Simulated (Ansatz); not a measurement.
# Si2H5O (SMILES [SiH2]O[SiH3]) at UCCSD/6-311+G(d,p)

What is the vertical doublet–quartet gap of Si2H5O at UCCSD/6-311+G**? 

Program for the calculation: Ansatz 0.2.0.

25 further runs of the same task are left out: 25 set aside as unsound or not needed. Runs told in other sessions of the task aren't counted.

### Step 1. The molecule

Si2H5O has 8 atoms, charge 0, and is taken as a doublet. SMILES: `[SiH2]O[SiH3]`. Geometry: relaxed at PBE0-D4/def2-TZVP. This is one conformer, not always the lowest.

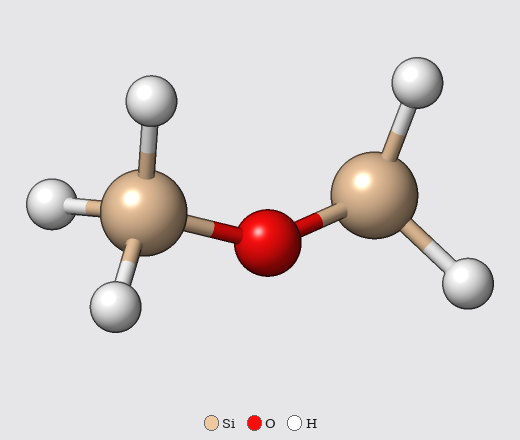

The structure, seen from a chosen angle (silicon light orange, oxygen red, hydrogen white).

### Step 2. A single-point energy at UCCSD/6-311+G(d,p)

Input file in.yaml:

```yaml
crystal:
  periodic: [false, false, false]
  atoms:
    - {symbol: Si, position_ang: [-1.281200, 0.933000, -0.865900]}
    - {symbol: O, position_ang: [-0.352300, -0.279200, -0.276900]}
    - {symbol: Si, position_ang: [0.765000, -0.723000, 0.835900]}
    - {symbol: H, position_ang: [-1.902800, 0.458100, -2.133600]}
    - {symbol: H, position_ang: [-0.440600, 2.142000, -1.118700]}
    - {symbol: H, position_ang: [1.291900, -2.054600, 0.453100]}
    - {symbol: H, position_ang: [0.138100, -0.799300, 2.180400]}
    - {symbol: H, position_ang: [1.874100, 0.266000, 0.869800]}
basis:
  gaussian:
    orbitals: 6-311+G_st__st_-spherical.json
magnetization:
  spin_polarized: true
  initial_magnetization: 1
correlation:
  method: ccsd
  frozen_orbitals: {H: 0, O: 1, Si: 5}
accuracy: high
scf:
  omitted_lower_state_checks: [cluster_reference, increment]
```

The basis set 6-311+G** is read from a file made from the Basis Set Exchange's data (not shown).

The run is started by

```bash
$ ansatz run in.yaml --threads 1 --pin off --max-ram 2610MiB --events-out events.jsonl --progress --plain --runs-dir runs
```

Standard output, shortened:

```text
Warning: RAYON_NUM_THREADS=1 ignored (pool sized by the plan → 1); use --threads N
Functional definition: HF
  name "HF"
[...]
2081 factors; integrals over basis functions are off by at most 4.2e-9 eV
[...]
mean field -17842.77951881 eV, -655.7100530460 hartree, gradient 1.8e-8 eV, S^2 0.752929; 0 other end points of the search recorded, 0 dependent functions left out
11 core orbitals not correlated: weight in the atoms' cores, before any rotation towards them, 1.000 or more for the frozen orbitals, at most 0.000 for the correlated occupied ones
reference -17842.77951881 eV, -655.7100530460 hartree; 10, 9 occupied and 91, 92 virtual orbitals, 2081 factors
second order -10.52771853 eV of doubles, -0.00000000 eV of singles
cycle   1  -11.11419543 eV  change   -5.9e-1 eV  update   8.8e-2
[...]
cycle  22  -11.59413187 eV  change   -1.0e-9 eV  update   2.0e-9
Total energy: -17854.37365069 eV, -656.1361295336 hartree
Checks for a lower state left out: cluster_reference, increment
```

It took 68 s on 1 thread of Arm Neoverse V2, shared host; peak memory 1.8 GiB.

### Step 3. The quartet at the same level

in.yaml, as its differences from that of step 2:

```diff
@@ -12,12 +12,6 @@
 basis:
-  gaussian:
-    orbitals: 6-311+G_st__st_-spherical.json
-magnetization:
-  spin_polarized: true
-  initial_magnetization: 1
-correlation:
-  method: ccsd
-  frozen_orbitals: {H: 0, O: 1, Si: 5}
+  gaussian: {orbitals: 6-311+G_st__st_-spherical.json}
+magnetization: {spin_polarized: true, initial_magnetization: 3}
+correlation: {method: ccsd, frozen_orbitals: {H: 0, O: 1, Si: 5}}
 accuracy: high
-scf:
-  omitted_lower_state_checks: [cluster_reference, increment]
+scf: {omitted_lower_state_checks: [cluster_reference, increment]}
```

The basis set 6-311+G** is read from a file made from the Basis Set Exchange's data (not shown).

The run is started by

```bash
$ ansatz run in.yaml --threads 1 --pin off --max-ram 2610MiB --events-out events.jsonl --progress --plain --runs-dir runs
```

Standard output, shortened:

```text
Warning: RAYON_NUM_THREADS=1 ignored (pool sized by the plan → 1); use --threads N
Functional definition: HF
  name "HF"
[...]
2081 factors; integrals over basis functions are off by at most 4.2e-9 eV
[...]
mean field -17835.37334649 eV, -655.4378812334 hartree, gradient 2.7e-8 eV, S^2 3.764552; 12 other end points of the search recorded, 0 dependent functions left out
11 core orbitals not correlated: weight in the atoms' cores, before any rotation towards them, 1.000 or more for the frozen orbitals, at most 0.000 for the correlated occupied ones
reference -17835.37334649 eV, -655.4378812334 hartree; 11, 8 occupied and 90, 93 virtual orbitals, 2081 factors
second order -9.79610432 eV of doubles, -0.00000000 eV of singles
cycle   1  -10.68575530 eV  change   -8.9e-1 eV  update   1.2e-1
[...]
cycle  48  -11.55491592 eV  change    1.4e-9 eV  update   1.1e-9
Total energy: -17846.92826241 eV, -655.8625165611 hartree
Checks for a lower state left out: cluster_reference, increment
```

Run time: 2.5 min. Hardware: 1 thread of Arm Neoverse V2, shared host; peak memory 1.8 GiB.

### Step 4. What came out

Level: UCCSD/6-311+G**, 11 core orbitals frozen.

| quantity | value |
| --- | --- |
| doublet: total energy | -656.13613 Eh |
| doublet: correlation energy (11 core orbitals frozen) | -426.1 mEh |
| doublet: ⟨S²⟩ of the reference determinant | 0.753 |
| doublet: T1 diagnostic | 0.013 |
| quartet: total energy | -655.86252 Eh |
| quartet: correlation energy (11 core orbitals frozen) | -424.6 mEh |
| quartet: ⟨S²⟩ of the reference determinant | 3.765 |
| quartet: T1 diagnostic | 0.084 |
| vertical energy of the quartet above the doublet | 7.445 eV |

What this shows: At this shape the quartet lies 7.45 eV (172 kcal/mol) above the doublet. The T1 diagnostic (quartet) of 0.084 is above the customary mark for such species, so a single reference may not serve.
